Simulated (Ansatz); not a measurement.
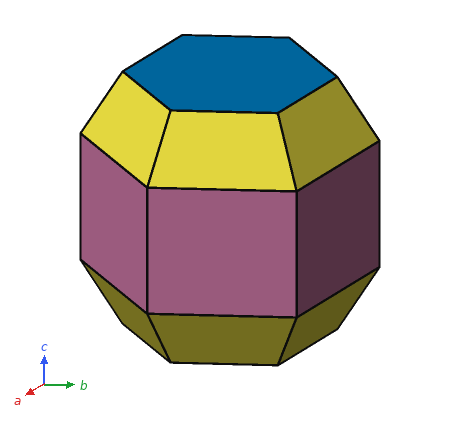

Crystal habit computed by the BFDH rule (growth rate of a face proportional to 1/d, systematic absences taken into account). This is a geometric estimate, not an energy calculation. Faces of one form share a colour. Cell of GaN: space group P6_3mc (No. 186), a = 3.218 Å, b = 3.218 Å, c = 5.243 Å, α = 90.00°, β = 90.00°, γ = 120.00°. Source: the end point of a relaxation with Ansatz 0.2.0, DFT, PBE, plane waves, PAW; the starting structure was generated, so it need not be a known form of this composition. Forms under 0.4 % of the area are left out. Forms are taken in the Laue class: a face and its opposite count as one form.

Index the forms that can be seen.

Answer. pink: {100} (d = 2.79 Å, 41 % of the area); yellow: {101} (d = 2.46 Å, 40 % of the area); blue: {002} (d = 2.62 Å, 20 % of the area).
